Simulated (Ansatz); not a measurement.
# AlGaHCl (triplet): wave-function methods side by side at a displaced geometry (v2), cc-pVDZ

Aim: climb from Hartree-Fock through coupled cluster for AlGaHCl (triplet) at one geometry and basis, and see what each rung misses.

Program: Ansatz 0.2.0, Gaussian basis. Level of theory: cc-pVDZ, core rule «outside noble gas», up to 24 orbitals frozen. These are calculated values, not measurements.

To be run: UHF; CCSD(T) on ROHF; CCSD(T) on UHF; BCCD(T) on ROHF; CISD; CCSDT(Q) on ROHF; CCSDT(Q) on UHF.

24 further runs of the same task are left out: 1 for a known fault of the program, 11 that didn't finish, 12 set aside as unsound or not needed.

### Step 1. What is computed

The geometry is a PBE0/def2-TZVP stationary point (not a proven minimum) with its atoms shifted at random (size 0.100 Å). No spin-orbit coupling is included. The filled d shell of Ga may be among the frozen orbitals whatever the setting's name suggests; the logs give the count.

4 atoms, charge 0, spin multiplicity 3.

Atoms are counted from 1 here; the program's logs count them from 0.

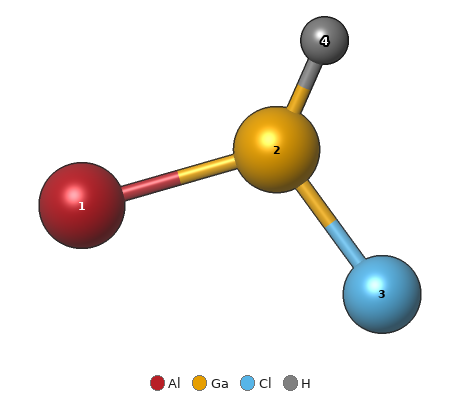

The structure; aluminium red, gallium amber, chlorine blue, hydrogen grey; atoms are numbered from 1 in the order of the file.

### Step 2. UHF

in.yaml reads:

```yaml
crystal:
  periodic: [false, false, false]
  atoms:
    - {symbol: Al, position_ang: [0.109860, -0.729031, 2.127245]}
    - {symbol: Ga, position_ang: [-0.055014, 0.611553, 0.046357]}
    - {symbol: Cl, position_ang: [0.021606, -0.706934, -1.706301]}
    - {symbol: H, position_ang: [0.104715, 2.077529, -0.133956]}
basis:
  gaussian: {orbitals: cc-pVDZ}
magnetization: {spin_polarized: true, initial_magnetization: 2}
hamiltonian: {xc: hf}
output: {orbitals: {seedname: orbitals}}
```

Started as:

```sh
ansatz run in.yaml --threads 1 --pin off --events-out ev --progress --plain --max-ram 2393MiB
```

Further steps of the session: CCSD(T) on ROHF; CCSD(T) on UHF; BCCD(T) on ROHF; CISD; CCSDT(Q) on ROHF; CCSDT(Q) on UHF.

Before running them: what should the planned runs give, taken together? Wanted: UCCSDT(Q) below the RHF energy; RMP2 from UCCSDT(Q); UMP2 from UCCSDT(Q); RCCSD from UCCSDT(Q); RCCSD(T) from UCCSDT(Q); UCCSD(T) from UCCSDT(Q); RCCSDT(Q) from UCCSDT(Q); T1 diagnostic.

**Answer**, as computed:

```
                         quantity                      value
   UCCSDT(Q) below the RHF energy                 -7.3256 eV
              RMP2 from UCCSDT(Q)                +1239.8 meV
              UMP2 from UCCSDT(Q)                +1220.3 meV
             RCCSD from UCCSDT(Q)                 +255.3 meV
          RCCSD(T) from UCCSDT(Q)                  +58.9 meV
          UCCSD(T) from UCCSDT(Q)                  +56.1 meV
         RCCSDT(Q) from UCCSDT(Q)                   +3.2 meV
levels within 1 kcal/mol (43 meV)  RCCSDT, UCCSDT, RCCSDT(Q)
                    T1 diagnostic                      0.035
```

What this shows: RCCSD(T) lands +58.9 meV from the yardstick (0.8 % of the correlation energy). These misses are within one basis, not against nature; the frozen cores of restricted and unrestricted runs differ, which can shift their rows.
